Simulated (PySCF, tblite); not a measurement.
# C₅H₇FSi: geometry, infrared bands and NMR shifts

Aim: predict the infrared bands and NMR shifts of C₅H₇FSi (`C#C[C@@H]1C[SiH2][C@@H]1F`).

Programs: tblite 0.8.0 and PySCF 2.14.0, with density-fitted response routines of our own. Each step states its level of theory. These are calculated values for one molecule in the gas phase, unless marked as measured. Atoms are numbered from 0 throughout.

### Step 1. The starting structure

14 atoms, charge 0, multiplicity 1; geometry from: force field or distance geometry start.

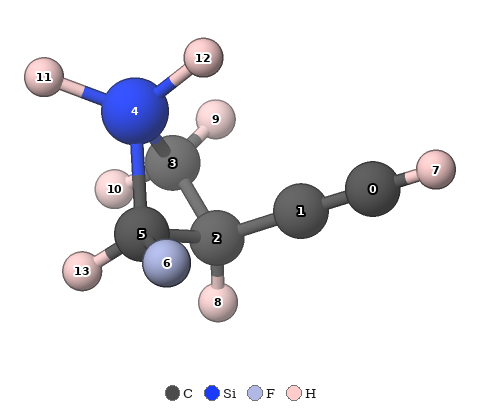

As it starts; carbon dark grey, silicon blue, fluorine light blue, hydrogen pink, atoms numbered.

### Step 2. Geometry optimisation with GFN2-xTB

The job: settings as JSON, then the geometry in Å.

```
{"job": {"kind": "relax", "xc": "GFN2-xTB", "basis": "xTB"}, "charge": 0, "multiplicity": 1}
C      2.561900     0.006000     0.604700
C      1.541100     0.063300    -0.058200
C      0.347900     0.118600    -0.845000
C     -0.656100     1.115100    -0.282800
Si    -1.164100    -0.133200     0.997000
C     -0.612600    -0.992800    -0.543000
F      0.012000    -2.200500    -0.339800
H      3.457400    -0.022600     1.177700
H      0.512800     0.262400    -1.946700
H     -0.264300     2.029400     0.151700
H     -1.478000     1.280000    -1.010300
H     -2.589100    -0.268400     1.258000
H     -0.275800    -0.187600     2.154500
H     -1.393900    -1.070100    -1.339900
```

Launch:

```sh
OMP_NUM_THREADS=1 python probes_run.py task.json out
```

The driver reads the jobs from task.json and runs them one after another.

The log of the run:

```text
step      E/eV     max force
  0    -560.79307    2.516
  1    -560.88270    6.155
  2    -561.01910    2.833
  3    -561.13427    1.247
  4    -561.21851    0.552
  5    -561.28285    0.711
  6    -561.30099    0.360
  7    -561.31085    0.206
  8    -561.31770    0.203
  9    -561.32499    0.265
 10    -561.33144    0.263
 11    -561.33753    0.203
 12    -561.34228    0.175
 13    -561.34572    0.163
 14    -561.34871    0.140
 15    -561.35215    0.168
 16    -561.35625    0.201
 17    -561.36047    0.187
 18    -561.36416    0.158
 19    -561.36727    0.140
 20    -561.37017    0.161
 21    -561.37342    0.161
 22    -561.37750    0.189
 23    -561.38215    0.203
 24    -561.38608    0.140
 25    -561.38861    0.110
 26    -561.39022    0.105
 27    -561.39186    0.136
 28    -561.39394    0.154
 29    -561.39590    0.106
 30    -561.39725    0.072
 31    -561.39818    0.078
 32    -561.39915    0.088
 33    -561.40029    0.087
 34    -561.40145    0.093
 35    -561.40261    0.088
 36    -561.40397    0.103
 37    -561.40589    0.138
 38    -561.40853    0.146
 39    -561.41137    0.156
 40    -561.41366    0.100
 41    -561.41518    0.082
 42    -561.41620    0.076
 43    -561.41719    0.087
 44    -561.41840    0.097
 45    -561.41967    0.115
 46    -561.42048    0.131
 47    -561.42118    0.064
 48    -561.42144    0.038
 49    -561.42157    0.036
 50    -561.42169    0.030
 51    -561.42187    0.033
 52    -561.42196    0.033
 53    -561.42206    0.021
 54    -561.42210    0.016
 55    -561.42214    0.017
 56    -561.42217    0.015
 57    -561.42221    0.016
 58    -561.42224    0.014
 59    -561.42226    0.012
 60    -561.42229    0.016
 61    -561.42232    0.017
 62    -561.42235    0.010
 63    -561.42236    0.007
```

Run time: 0.56 s. Hardware: 1 thread of Arm Neoverse N1, shared host.

Step by step: (not every step is listed)

| step | energy from step 0 (eV) | largest force (eV/Å) |
| --- | --- | --- |
| 0 | 0.0000 | 2.5159 |
| 1 | -0.0896 | 6.1549 |
| 2 | -0.2260 | 2.8329 |
| 3 | -0.3412 | 1.2473 |
| 4 | -0.4254 | 0.5522 |
| 5 | -0.4898 | 0.7110 |
| 6 | -0.5079 | 0.3596 |
| 7 | -0.5178 | 0.2062 |
| 8 | -0.5246 | 0.2028 |
| 13 | -0.5527 | 0.1631 |
| 18 | -0.5711 | 0.1576 |
| 23 | -0.5891 | 0.2026 |
| 28 | -0.6009 | 0.1541 |
| 33 | -0.6072 | 0.0873 |
| 38 | -0.6155 | 0.1462 |
| 43 | -0.6241 | 0.0869 |
| 48 | -0.6284 | 0.0380 |
| 53 | -0.6290 | 0.0212 |
| 58 | -0.6292 | 0.0139 |
| 59 | -0.6292 | 0.0122 |
| 60 | -0.6292 | 0.0158 |
| 61 | -0.6293 | 0.0175 |
| 62 | -0.6293 | 0.0102 |
| 63 | -0.6293 | 0.0073 |

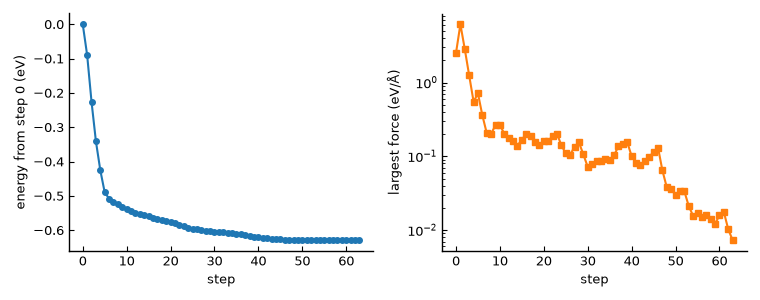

Energy and largest force along the relaxation.

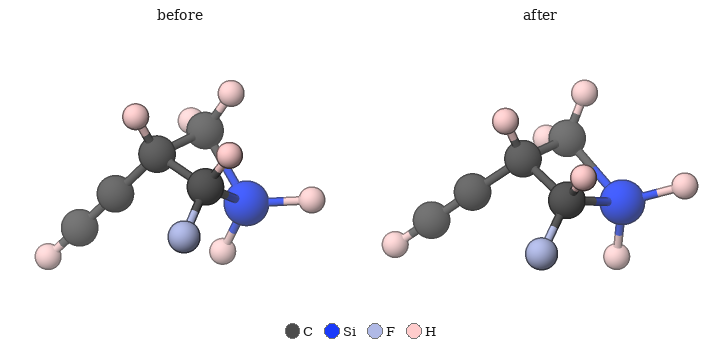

Before and after, at one scale.

Distances of close pairs at the start and the end, largest changes first:

| bond | before (Å) | after (Å) | change (Å) |
| --- | --- | --- | --- |
| Si4–C5 | 1.848 | 1.931 | +0.083 |
| C3–Si4 | 1.859 | 1.914 | +0.055 |
| C2–C5 | 1.500 | 1.553 | +0.053 |
| C2–C3 | 1.522 | 1.552 | +0.030 |
| C2–H8 | 1.123 | 1.094 | -0.029 |
| C5–H13 | 1.119 | 1.095 | -0.024 |
| C0–C1 | 1.219 | 1.197 | -0.022 |
| C3–H10 | 1.110 | 1.089 | -0.021 |

The next job starts from the end point, and lists it.

### Step 3. Harmonic vibrations with GFN2-xTB

The job: settings as JSON, then the geometry in Å.

```
{"job": {"kind": "ir", "xc": "GFN2-xTB", "basis": "xTB"}, "charge": 0, "multiplicity": 1}
C      2.707302     0.080588     0.260681
C      1.617626     0.098714    -0.233511
C      0.288338     0.125513    -0.796397
C     -0.592984     1.197714    -0.101650
Si    -1.480182    -0.132152     0.950043
C     -0.533949    -1.131688    -0.404442
F      0.226176    -2.218228    -0.020514
H      3.668818     0.062494     0.678982
H      0.368050     0.260930    -1.879518
H     -0.006980     1.955475     0.413313
H     -1.234301     1.708777    -0.817964
H     -2.938251    -0.195065     0.880478
H     -0.948489    -0.329106     2.292576
H     -1.141851    -1.484439    -1.244245
```

The log of the run:

```text
mode    cm-1     km/mol
  1      45.9      0.83
  2     123.6      0.87
  3     186.6      0.19
  4     252.6      7.17
  5     312.1      1.88
  6     399.8      5.27
  7     429.3     21.59
  8     457.2     23.52
  9     506.0      7.14
 10     594.5     16.96
 11     612.9    135.41
 12     652.2    109.46
 13     663.2      3.89
 14     683.0      9.27
 15     737.5    100.92
 16     748.3    138.88
 17     775.3    126.64
 18     864.2     13.19
 19     981.6      6.75
 20    1041.6      2.02
 21    1074.2     56.46
 22    1103.0      3.89
 23    1135.9      8.51
 24    1183.3      1.58
 25    1219.8      2.02
 26    1271.8      4.40
 27    1300.3      6.48
 28    1461.1      3.24
 29    2284.6    351.08
 30    2290.8      1.63
 31    2322.7    264.88
 32    2912.0     29.49
 33    2928.1     60.71
 34    2999.6     40.72
 35    3019.4     14.19
 36    3399.3      2.77
```

Run time: 0.63 s. Hardware: 1 thread of Arm Neoverse N1, shared host.

The strongest bands and the atoms that carry them (share of the mass-weighted mode):

| cm⁻¹ | km/mol | atoms |
| --- | --- | --- |
| 613 | 135.4 | H12 49 %, H11 29 % |
| 652 | 109.5 | C5 28 %, Si4 22 %, H11 10 % |
| 738 | 100.9 | C3 23 %, H9 19 %, H12 18 %, H10 18 % |
| 748 | 138.9 | H11 34 %, H12 27 %, C3 16 %, H9 11 % |
| 775 | 126.6 | C3 35 %, Si4 20 %, C5 11 % |
| 2285 | 351.1 | H11 96 % |
| 2323 | 264.9 | H12 97 % |
| 2928 | 60.7 | H8 79 %, H13 14 % |

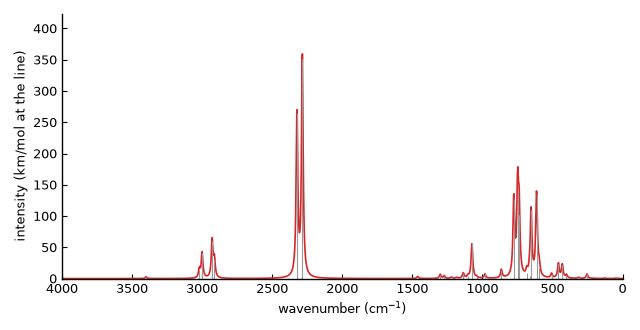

The infrared spectrum from these modes, unscaled. Lines are broadened to a width of 14 cm⁻¹ (Lorentzian).

### Step 4. Shielding tensors: PBE0/pcSseg-1

Settings changed since step 3:

```diff
@@ -1,2 +1,2 @@
-{"job": {"kind": "ir", "xc": "GFN2-xTB", "basis": "xTB"}, "charge": 0, "multiplicity": 1}
+{"job": {"kind": "nmr", "xc": "PBE0", "basis": "pcSseg-1"}, "charge": 0, "multiplicity": 1}
 C      2.707302     0.080588     0.260681
```

With the program's defaults for keys left out, this is: GIAO PBE0/pcSseg-1 NMR shielding, non-relativistic, gas phase.

The log of the run:

```text
coarse grid: 12480 points
cycle   1  E = -583.3558857214  dE =  8.723e-01  |g| = 5.579e-01  |ddm| = 3.554e+00
cycle   2  E = -583.3313405419  dE =  2.455e-02  |g| = 7.073e-01  |ddm| = 1.182e+00
cycle   3  E = -583.4191034313  dE = -8.776e-02  |g| = 8.875e-02  |ddm| = 6.201e-01
cycle   4  E = -583.4202356080  dE = -1.132e-03  |g| = 4.046e-02  |ddm| = 1.047e-01
cycle   5  E = -583.4205460385  dE = -3.104e-04  |g| = 1.929e-02  |ddm| = 4.734e-02
cycle   6  E = -583.4206316787  dE = -8.564e-05  |g| = 4.878e-03  |ddm| = 1.660e-02
cycle   7  E = -583.4206370720  dE = -5.393e-06  |g| = 1.255e-03  |ddm| = 4.078e-03
final grid: 117176 points
cycle   8  E = -583.4709508128  dE = -3.073e-05  |g| = 7.992e-03  |ddm| = 4.555e-02
cycle   9  E = -583.4709366206  dE =  1.419e-05  |g| = 1.148e-02  |ddm| = 1.846e-02
cycle  10  E = -583.4709658705  dE = -2.925e-05  |g| = 1.506e-03  |ddm| = 1.069e-02
cycle  11  E = -583.4709663023  dE = -4.318e-07  |g| = 5.871e-04  |ddm| = 1.451e-03
cycle  12  E = -583.4709663798  dE = -7.752e-08  |g| = 1.779e-04  |ddm| = 4.937e-04
cycle  13  E = -583.4709663864  dE = -6.604e-09  |g| = 3.331e-05  |ddm| = 1.694e-04
cycle  14  E = -583.4709663866  dE = -2.126e-10  |g| = 1.108e-05  |ddm| = 3.942e-05
converged SCF energy = -583.4709663866

GIAO shielding tensors (ppm)
atom      isotropic    diamagn.    paramagn.     s11        s22        s33       span
  0 C      104.242     258.210    -153.968     31.695     44.125    236.907    205.212
  1 C       98.819     261.339    -162.520     -9.067      9.902    295.623    304.690
  2 C      151.099     249.089     -97.990    131.770    152.695    168.833     37.063
  3 C      175.947     251.321     -75.374    150.822    174.097    202.922     52.099
  4 Si     374.750     878.481    -503.732    345.777    354.365    424.108     78.331
  5 C       97.989     243.847    -145.858     57.423     83.399    153.144     95.721
  6 F      394.217     472.399     -78.182    303.942    408.839    469.871    165.929
  7 H       29.786      34.333      -4.547     24.847     25.049     39.463     14.616
  8 H       27.939      29.115      -1.176     23.898     26.508     33.411      9.513
  9 H       30.318      29.740       0.578     26.129     28.611     36.213     10.085
 10 H       30.279      30.153       0.126     26.725     27.136     36.977     10.253
 11 H       26.912      28.160      -1.248     23.938     24.468     32.330      8.392
 12 H       26.668      28.182      -1.515     24.015     25.139     30.848      6.833
 13 H       26.426      29.423      -2.997     23.130     27.104     29.044      5.914
```

Wall time 43 s (1 thread of Arm Neoverse N1, shared host); peak memory 0.73 GiB.

The references, computed at this level on geometries of the same kind, shield at (ppm): ¹H TMS 31.72, ¹³C TMS 186.9, ²⁹Si TMS 349.2, ¹⁹F CFCl3 170.9. Their shielding less the atom's gives the shift. The references are single molecules in the gas phase, so shifts against H2O, NH3, PH3, H3PO4 or CFCl3 are not on the usual liquid scales and can be off by tens of ppm.

| atoms | environment | σ (ppm) | δ (ppm) | δ scaled to CDCl3 |
| --- | --- | --- | --- | --- |
| C5 | sp3 CH bonded to F and Si | 98.0 | 88.9 | 84.9 |
| C1 | alkyne carbon | 98.8 | 88.1 | 84.1 |
| C0 | terminal alkyne carbon | 104.2 | 82.7 | 78.8 |
| C2 | propargylic sp3 CH | 151.1 | 35.8 | 33.1 |
| C3 | sp3 CH2 bonded to Si | 175.9 | 11.0 | 8.8 |
| H13 | hydrogen on an sp3 CH bonded to F and Si | 26.43 | 5.29 | 5.09 |
| H12 | hydrogen on a silicon bonded to 2 C, in a 4-membered ring | 26.67 | 5.05 | – |
| H11 | hydrogen on a silicon bonded to 2 C, in a 4-membered ring | 26.91 | 4.81 | – |
| H8 | hydrogen on a propargylic sp3 CH | 27.94 | 3.78 | 3.67 |
| H7 | hydrogen on a terminal alkyne carbon | 29.79 | 1.93 | 1.93 |
| H10 | hydrogen on an sp3 CH2 bonded to Si | 30.28 | 1.44 | 1.46 |
| H9 | hydrogen on an sp3 CH2 bonded to Si | 30.32 | 1.40 | 1.42 |
| Si4 | silicon bonded to 2 C, 2 H, in a 4-membered ring | 374.7 | -25.6 | – |
| F6 | fluorine on an sp3 carbon | 394.2 | -223.3 | – |

The scaled column applies a straight-line fit of computed shieldings to shifts measured in CDCl3, and one for carbons that bear F (root-mean-square error 0.16 ppm for H, 1.9 ppm for C).

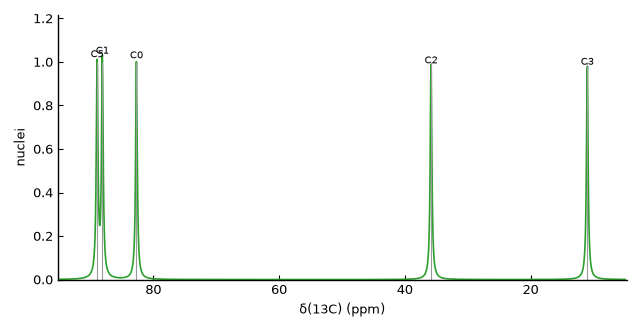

¹³C lines at the computed shifts, without couplings. Lines are broadened to a width of 0.31 ppm (Lorentzian).

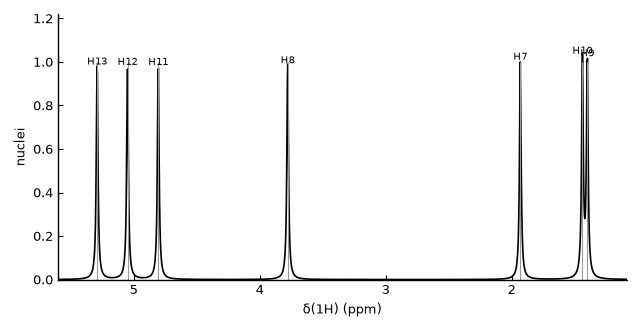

¹H lines at the computed shifts, without couplings. Lines are broadened to a width of 0.02 ppm (Lorentzian).

The run also stored atomic charges by several schemes (e):

| atoms | Mulliken | IAO | Hirshfeld | ESP fit |
| --- | --- | --- | --- | --- |
| C0 | -0.39 | -0.24 | -0.12 | -0.38 |
| C1 | 0.35 | -0.02 | -0.04 | -0.11 |
| C2 | -0.33 | -0.14 | -0.02 | 0.25 |
| C3 | -0.45 | -0.54 | -0.16 | -0.47 |
| Si4 | 0.62 | 0.72 | 0.35 | 0.45 |
| C5 | 0.03 | -0.07 | -0.02 | -0.05 |
| F6 | -0.32 | -0.32 | -0.12 | -0.21 |

IAO charges:

C0 -0.24; C1 -0.02; C2 -0.14; C3 -0.54; Si4 0.72; C5 -0.07; F6 -0.32; H7 0.20; H8 0.16; H9 0.16; H10 0.15; H11 -0.11; H12 -0.10; H13 0.14

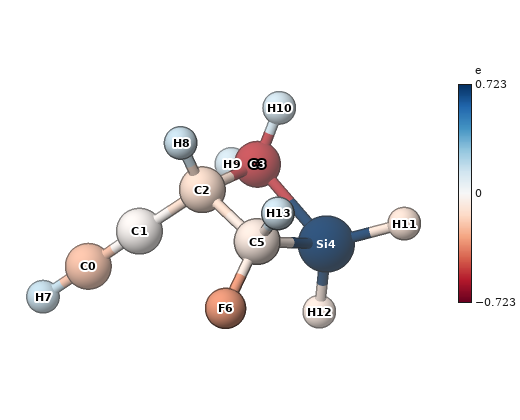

IAO charges, as colours on the atoms.

Mayer bond orders: C0–C1 2.52, C1–C2 0.97, C2–C3 0.96, C3–Si4 0.94, Si4–C5 0.90, C5–F6 0.89, C5–C2 0.94.

Ring of atoms C2, C3, Si4, C5: NICS(0) -1.3, NICS(1) -1.8, NICS(1)zz 2.5 ppm (means of both faces; NICS(1) differs between them: -3.4 and -0.3).

The two faces differ (NICS(1)zz -0.3 and 5.3 ppm).

The fields below are evaluated on a grid from the run's orbitals.

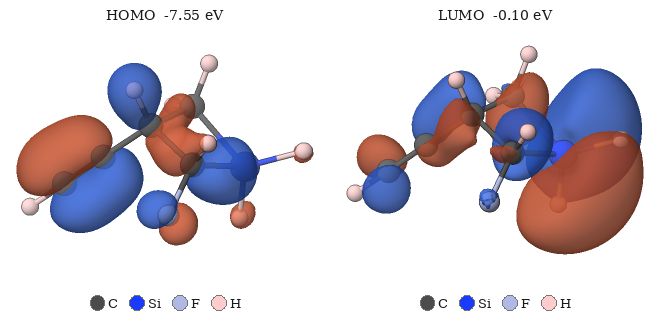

PBE0/pcSseg-1 orbitals near the gap, drawn at the value that encloses 70 % of each; the two colours are the two signs.

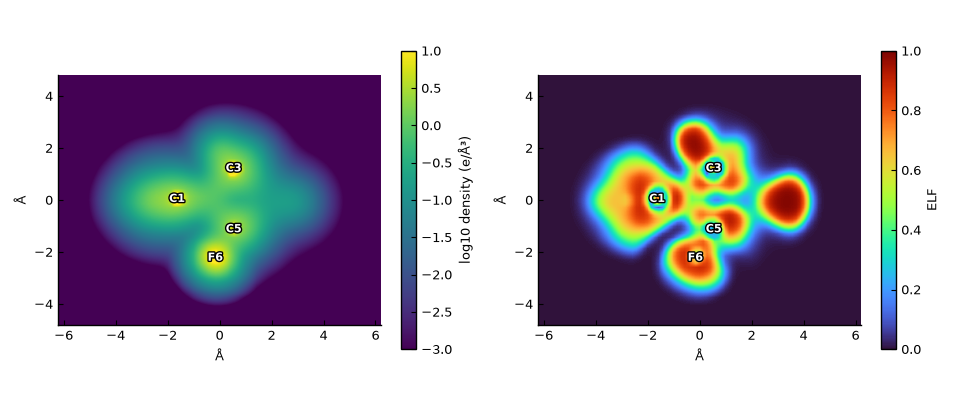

Density (left) and ELF (right) in a plane through or near 4 of the atoms.

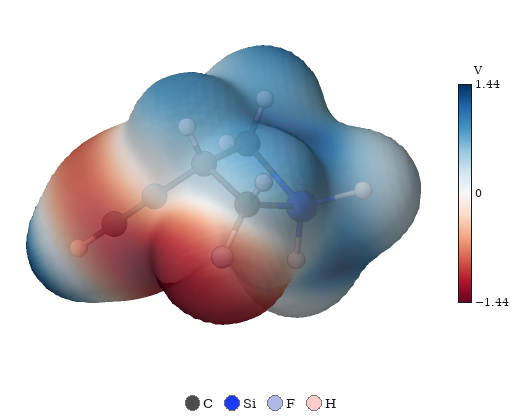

Electrostatic potential on the surface of density 0.002 e/bohr³; red is low, blue high. It runs from -1.44 V near F6 to 1.36 V near Si4.

### Step 5. Results

| quantity | value |
| --- | --- |
| strongest single infrared mode (GFN2-xTB) | 2285 cm⁻¹, 351 km/mol |
| zero-point energy (GFN2-xTB) | 61.4 kcal/mol |
| ¹³C shifts against TMS (PBE0/pcSseg-1) | 88.9, 88.1, 82.7, 35.8, 11.0 ppm |
| ¹H shifts against TMS (PBE0/pcSseg-1) | 5.29, 5.05, 4.81, 3.78, 1.93, 1.44, 1.40 ppm |
| ²⁹Si shifts against TMS (PBE0/pcSseg-1) | -25.6 ppm |
| ¹⁹F shifts against CFCl3 (PBE0/pcSseg-1) | -223.3 ppm |
| surface potential, least and greatest | -1.44 V and 1.36 V |

In words: The optimisation took 63 steps and gained 0.629 eV; among the close pairs (by a distance rule), Si4–C5 changed most, from 1.848 to 1.931 Å. No mode is imaginary among the 36: a minimum at this level. The strongest single mode, at 2285 cm⁻¹, moves mainly H11. Unscaled tight-binding wavenumbers are off by several per cent, some by more. Its intensities can rank the bands wrongly. H13 (hydrogen on an sp3 CH bonded to F and Si) lies farthest downfield among hydrogen, at 5.29 ppm; its carbon carries F, an electronegative neighbour. At PBE0/pcSseg-1: The widest tensor belongs to C1: span 305 ppm, with a paramagnetic part of -163 ppm.
